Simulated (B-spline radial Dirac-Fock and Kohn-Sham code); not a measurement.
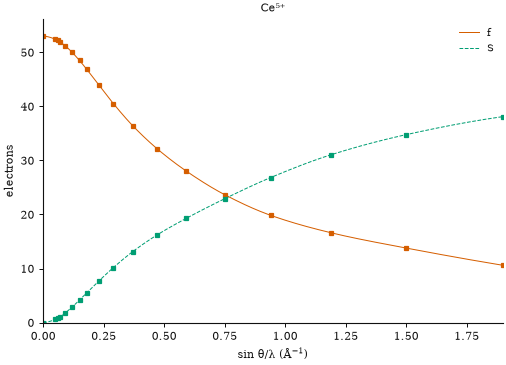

The X-ray form factor f and the incoherent scattering function S against sin θ/λ. Species: cerium in charge state +5 (Ce⁵⁺) ([Kr] 4d10 5s2 5p5). Method: the spherical Dirac–Fock density (average of configuration), S by Waller and Hartree (computed with a B-spline radial atomic code).

Question: How many electrons does the species have?

Answer: 53, the value of f at zero angle.
